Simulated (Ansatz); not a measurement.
System: AuHO.

The calculation's input:

```
crystal:
  periodic: [false, false, false]
  atoms:
    - {symbol: O, position_ang: [-0.398297, -0.456827, -0.277736]}
    - {symbol: Au, position_ang: [1.237022, 0.007831, 0.681721]}
    - {symbol: H, position_ang: [-0.849626, 0.384195, -0.417185]}
basis:
  gaussian: {orbitals: def2-TZVPP}
hamiltonian: {xc: pbe0, dispersion: d4}
output: {orbitals: {seedname: orbitals}}
```

Run with:

```sh
ansatz run in.yaml --threads 2 --pin off --events-out ev --progress --plain --max-ram 32768MiB --backend cpu
```

Geometry: PBE0-D4/def2-TZVP; core potentials replace the inner electrons of Au.

The calculation used RKS PBE0-D4/def2-TZVPP (Ansatz 0.2.0).

### What will maps of the electron density and electron localisation function show?

Au–O (1.95 Å): ρ at the midpoint is about 1.1 e/Å³; the ELF peaks at about 0.80 in the valence shell of O, 0.6 Å from its nucleus, and is about 0.25 at the midpoint.
O–H (0.96 Å): ρ at the midpoint is about 3.8 e/Å³; the ELF climbs to about 1 towards the hydrogen, as it does in any bond to H (an ordinary covalent bond to hydrogen).

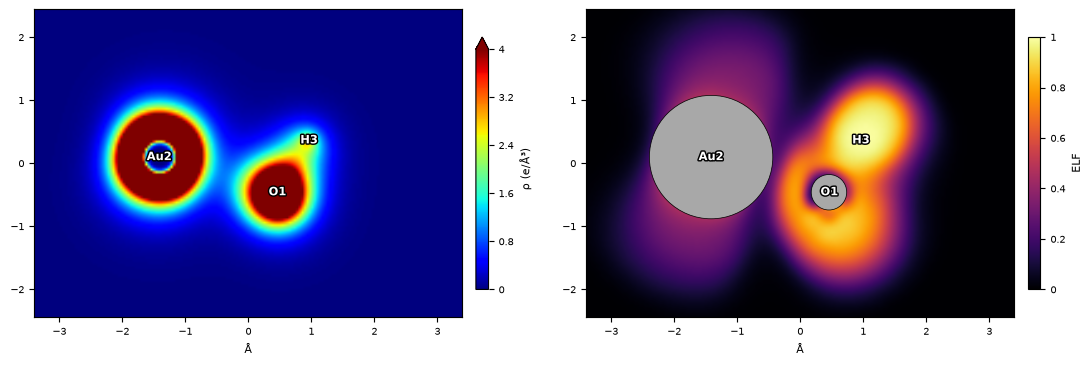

Computed electron density and electron localisation function on the molecular plane, in this order. Grey discs cover the atomic cores in the ELF map. 
